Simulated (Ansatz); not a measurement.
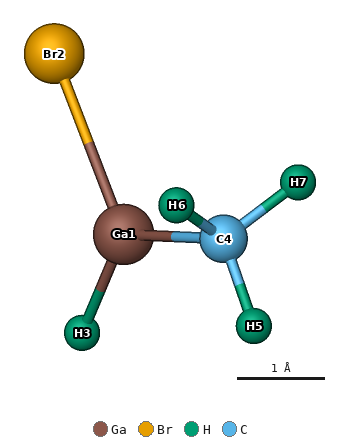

*The structure (ball-and-stick view, seen at a tilt; atoms are numbered from 1 in the order of the input). Sticks mark near contacts.*

Run report: CH$_{4}$BrGa, single-point calculation

System: CH$_{4}$BrGa.
Method: RKS PBE0-D4/def2-TZVPP (Ansatz 0.2.0).

The geometry is the reactant side of a reaction. The reaction was set up to form Br2–H3 and to break Ga1–Br2 and Ga1–H3 (atoms counted from 1 in the order of the input); sticks are drawn by distance alone. The geometry comes from this level: PBE0-D4/def2-TZVP.

The input
```yaml
crystal:
  periodic: [false, false, false]
  atoms:
    - {symbol: Ga, position_ang: [-0.181261, -0.770213, -0.614036]}
    - {symbol: Br, position_ang: [1.698229, -1.052488, -1.923753]}
    - {symbol: H, position_ang: [-1.324501, -1.786570, -0.920333]}
    - {symbol: C, position_ang: [-0.077083, 0.687289, 0.681028]}
    - {symbol: H, position_ang: [-0.989079, 0.776580, 1.271870]}
    - {symbol: H, position_ang: [0.104129, 1.627322, 0.155206]}
    - {symbol: H, position_ang: [0.769567, 0.518079, 1.350016]}
basis:
  gaussian: {orbitals: def2-TZVPP}
hamiltonian: {xc: pbe0, dispersion: d4}
output: {orbitals: {seedname: orbitals}}
```

Hardware: 4 threads of Arm Neoverse V1, 23 GiB of memory available, shared host.

Launched with:
```bash
ansatz run in.yaml --threads 4 --pin off --events-out ev --progress --plain --max-ram 9574MiB
```

Output
```
Functional definition: PBE0
  name "PBE0"
  cite "Adamo & Barone, J. Chem. Phys. 110, 6158 (1999) doi:10.1063/1.478522"
  cite "Perdew, Burke & Ernzerhof, Phys. Rev. Lett. 77, 3865 (1996) doi:10.1103/PhysRevLett.77.3865"
  parent pbe
  parameter a = 0.25
  parameter kappa = 0.804
  parameter beta = 0.06672455060314922
  exchange = (1 - a)*pbe_x(kappa = kappa, mu = beta*pi^2/3) + a*exact_x
  correlation = pbe_c(beta = beta)
1242 factors; their error is unknown
mean field evaluation 1: about -123505.4199 eV, gradient 5.5e1 eV
mean field evaluation 2: about -123501.3458 eV, gradient 6.7e1 eV
mean field evaluation 4: about -123511.6431 eV, gradient 2.6e0 eV
mean field evaluation 8: about -123511.6524 eV, gradient 4.0e-2 eV
mean field evaluation 16: about -123512.2693 eV, gradient 3.2e-5 eV
mean field -123512.26927592 eV, -4538.9921762669 hartree, gradient 3.2e-5 eV, S^2 0.000000; 0 other end points of the search recorded, 0 dependent functions left out
reference -123512.26930461 eV, -4538.9921773212 hartree; 38, 38 occupied and 145, 145 virtual orbitals, 1242 factors
Total energy: -123512.38185834 eV, -4538.9963135946 hartree
```

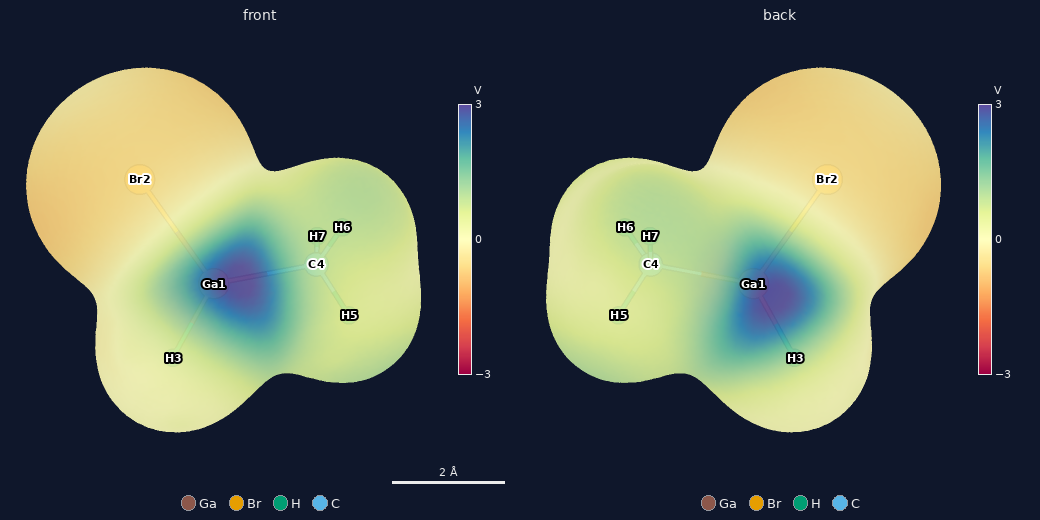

*The molecular electrostatic potential painted on the density surface at 0.002 e/bohr³, seen at a tilt and from behind; red is negative and blue positive.*

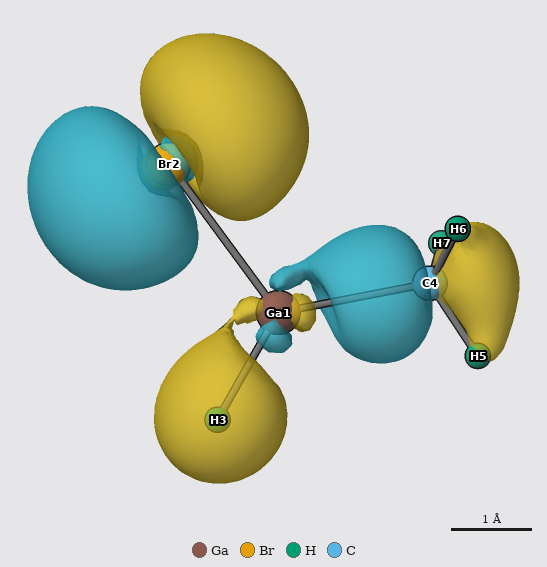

*One frontier orbital at ±0.1 Å⁻³ᐟ² (yellow and cyan are the two phases), seen face on.*

The HOMO, at −7.81 eV.

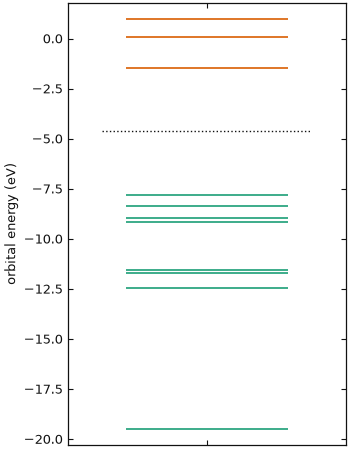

*Orbital energies near the frontier; the dotted line parts filled from empty levels, and levels within 0.02 eV of each other stand side by side.*

Highest filled −7.81 eV, lowest empty −1.46 eV, 6.35 eV apart.

Summary

```tsv
quantity	value
outcome	converged
total energy	−123512.3819 eV
mean-field energy	−123512.2693 eV
dispersion energy	−0.1126 eV
SCF solution under orbital rotations	stable
HOMO	−7.81 eV
LUMO	−1.46 eV
wall time	2.6 s (CPU time 8.6 s)
peak memory	0.48 GiB
```
